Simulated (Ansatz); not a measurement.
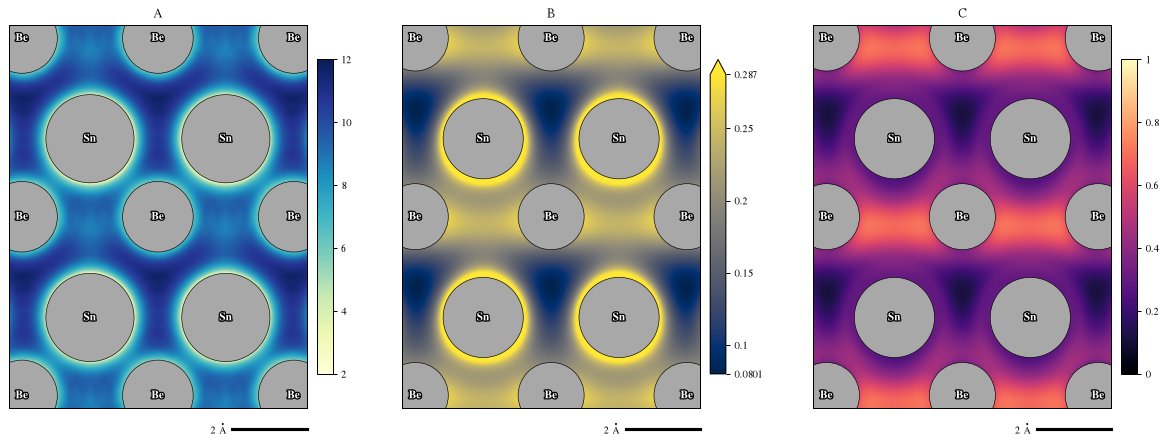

Be$_{5}$Sn: 3 fields on the (100) plane of the conventional cell, with unlabelled colour scales. Grey discs cover the atomic cores.

Space group Pmma; a structure generated by program, which may or may not match a known phase.

The calculation used Ansatz, DFT PBE, scalar-relativistic, plane waves, PAW.

Which field does each panel show? The fields are: electron localisation function, electrostatic potential energy of an electron and valence pseudo-density.

Answer. Panel A: electrostatic potential energy of an electron (low next to the atoms, rising into the space between them). Panel B: valence pseudo-density. Panel C: electron localisation function.
